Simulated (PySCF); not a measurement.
HSi, SMILES [SiH] (connectivity only; charge and spin as stated), charge +1, multiplicity 1.

Geometry optimised at PBE-D3(BJ)/def2-TZVPD.

Lowest vertical singlet excitation by several levels in PySCF, with rough processor times relative to the cheapest run on one machine. Each run also gave further roots (ADC and EOM-CCSD ionised and attached states too); roots are paired by order and the bases differ. EOM-CCSD serves as a yardstick, not as the true value; all levels that ended soundly for this molecule are listed, with differences from unrounded values.

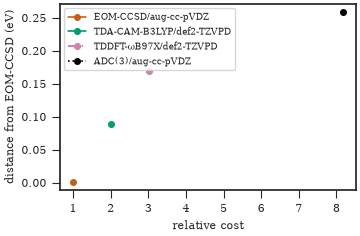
Figure. Cost against distance from EOM-CCSD for the lowest singlet.

| level | relative cost | S1 (eV) | S1 minus EOM-CCSD (eV) |
|---|---|---|---|
| EOM-CCSD/aug-cc-pVDZ | 1 | 3.43 | 0.00 |
| TDA-CAM-B3LYP/def2-TZVPD | 2 | 3.34 | -0.09 |
| TDDFT-ωB97X/def2-TZVPD | 3 | 3.26 | -0.17 |
| ADC(3)/aug-cc-pVDZ | 8 | 3.17 | -0.26 |

Question: Which is the cheapest level here that lands within 0.2 eV of EOM-CCSD?

Answer: No cheaper level does; only EOM-CCSD itself.
